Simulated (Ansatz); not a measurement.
Consider WS$_{2}$F.

Input file:

```
crystal:
  lattice:
    - [3.1735823455, 0.0, 0.0]
    - [-1.5867911728, 2.7484029322, 0.0]
    - [0.0, 0.0, 8.5830309401]
  atoms:
    - { symbol: W, position: [0.0, 0.0, 0.5] }
    - { symbol: S, position: [0.0, 0.0, 0.7554046554] }
    - { symbol: S, position: [0.0, 0.0, 0.2445953446] }
    - { symbol: F, position: [0.0, 0.0, 0.0] }
basis:
  ecutwfc: 420
kpoints:
  mp_grid: { grid: [18, 18, 6] }
hamiltonian:
  xc: pbe
scf:
  occupations: { method: gaussian, width: 0.1 }
output:
  forces: true
  stress: true
  eigenvalues: true
  write_density: true
  write_potential: true
  elf: true
  volumetric_format: npy
relax:
  adjacent_minimum: "off"
  f_tol: 0.01
  max_steps: 80
  cell: { stress_tol: 0.05 }
```

Command:

```sh
ansatz run input.yaml --threads 1 --pin off --max-ram 2048MiB --backend cpu --events-out ev --progress --plain --runs-dir out
```

Below, planes, directions and counts refer to the conventional cell (a = 3.11 Å, b = 3.11 Å, c = 8.64 Å, α = 90.00°, β = 90.00°, γ = 120.00°).

The fields are those of the run's last geometry, not of the input's.

Space group P6/mmm; a structure generated by program, which may or may not match a known phase; computed without spin polarisation.

All numbers below come from Ansatz, DFT PBE, scalar-relativistic, plane waves, PAW.

### What can the converged valence pseudo-density and electron localisation function tell about the bonding?

S–F (2.11 Å): ρ is about 0.52 e/Å³ halfway; the ELF peaks at about 0.85 in the valence shell of S, 0.7 Å from its nucleus, and drops to about 0.25 between the two atoms (no localised pair shows between them).
W–S (2.21 Å): the density is about 0.88 e/Å³ at the midpoint; the ELF peaks at about 0.80 in the valence shell of S, 0.7 Å from its nucleus, and is about 0.40 at the midpoint.

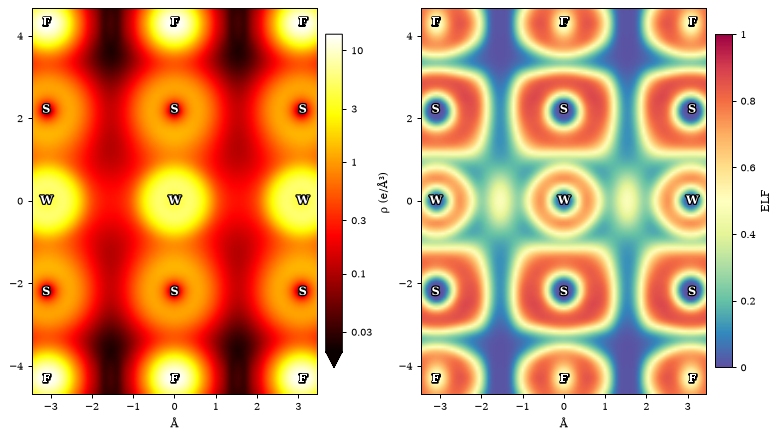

Computed valence pseudo-density and electron localisation function on the (010) plane of the conventional cell, in this order. 

In a PAW calculation such maps are meaningful between the atoms, not at the nuclei.
